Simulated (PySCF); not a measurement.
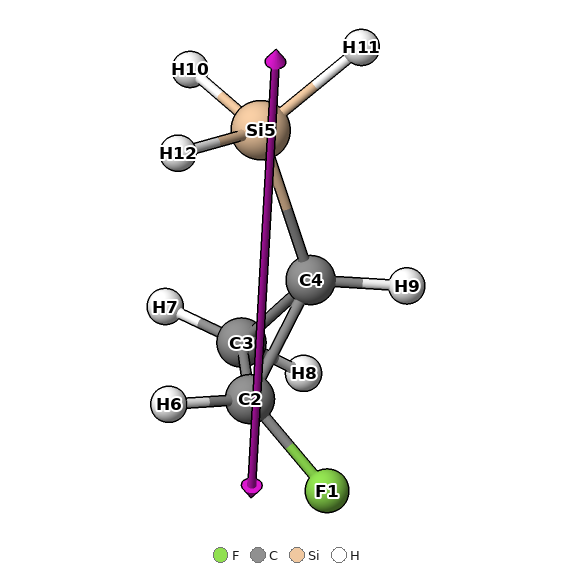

The double arrow shows the direction of the transition dipole to excited singlet state 4 (its length means nothing). Geometry: a frame of a GFN2-xTB molecular-dynamics simulation, not a minimum. Method: TDDFT PBE0/def2-SVPD, vertical, gas phase, core orbitals frozen in the response (PySCF 2.14.0).

> Where does the transition lie, and how strong is it?

7.67 eV (162 nm), oscillator strength 0.052, mainly HOMO−1 → LUMO+1 (weight 0.78); transition dipole 1.33 D.
